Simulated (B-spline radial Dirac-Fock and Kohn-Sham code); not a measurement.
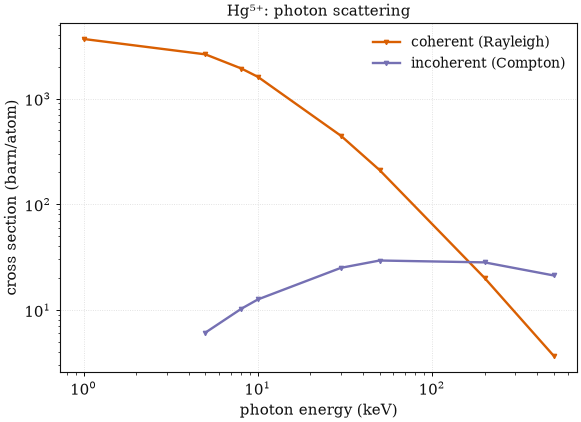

Coherent and incoherent photon scattering cross sections against photon energy, computed at the marked points and joined by straight lines. It refers to Hg⁵⁺ in the configuration [Xe] 4f14 5d7. Level of theory: Thomson × f² and Klein–Nishina × S on Dirac–Fock densities, without anomalous dispersion; calculated with a B-spline radial atomic code.

> Where does Compton scattering overtake Rayleigh scattering?

Between 50.0 keV and 200 keV.

> What are the two cross sections at 500.0 keV?

Coherent 3.65 b, incoherent 21.1 b.
